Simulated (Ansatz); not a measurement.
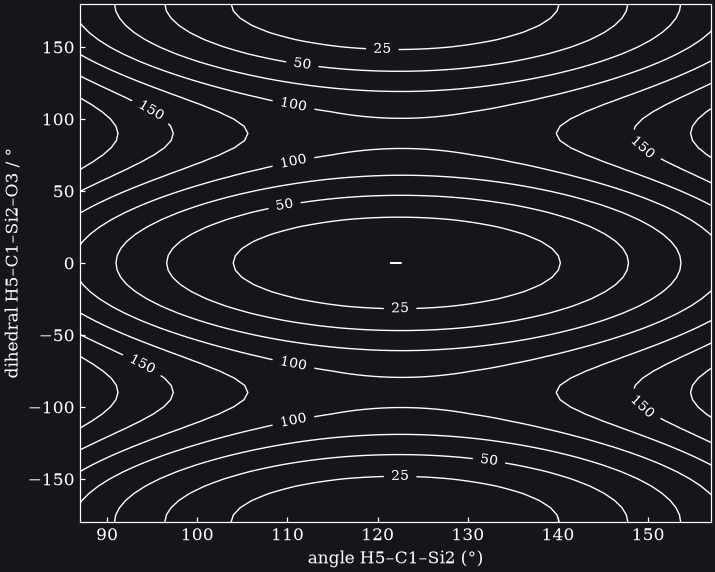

Energy landscape of CH2FOSi, SMILES [CH2-][Si](=O)F, charge −1. First axis: angle H5–C1–Si2. Second axis: dihedral H5–C1–Si2–O3. Nothing is relaxed (all other coordinates rigid). The grid has 15 × 15 points; 120 points were computed and 105 follow by symmetry. Points are written as (first, second). Energies: kJ/mol, counted from the lowest grid point. Level of theory: RHF/def2-SVPD in Ansatz 0.2.0.

The picture shows contour lines labelled in kJ/mol. Between grid points the surface is interpolated. 

> Summarise what can be read from the map.

The lowest grid point is at (122°, −180°); the map holds 2 wells of about this depth. The highest grid point, (87°, −84°), lies 194 kJ/mol above the lowest. On the interpolated surface the easiest way out of the lowest well to a well of about the same depth near (122°, −12°) passes a barrier of about 104 kJ/mol. Round the minimum the two coordinates are nearly uncoupled.

The input of one point:

```yaml
crystal:
  periodic: [false, false, false]
  atoms:
    - { symbol: C, position_ang: [-0.291948, 0.883899, -0.196571] }
    - { symbol: Si, position_ang: [0.300743, -0.653882, 0.280716] }
    - { symbol: O, position_ang: [0.239034, -2.090869, -0.256081] }
    - { symbol: F, position_ang: [1.152095, -0.517291, 1.68166] }
    - { symbol: H, position_ang: [-0.099588, 1.778776, 0.383484] }
    - { symbol: H, position_ang: [-0.880432, 1.007278, -1.098414] }
total_charge: -1
basis:
  gaussian: { orbitals: def2-SVPD }
hamiltonian:
  xc: hf
output:
  forces: true
```

Each point was launched as `ansatz run input.yaml --threads 1 --pin off --max-ram 2560MiB --backend cpu --events-out ev --progress --plain --runs-dir out`. Time for the 120 points that were run: 4.6 min on 1 thread of Intel(R) Xeon(R) Platinum 8375C CPU @ 2.90GHz (Ice Lake), with other jobs on the host.
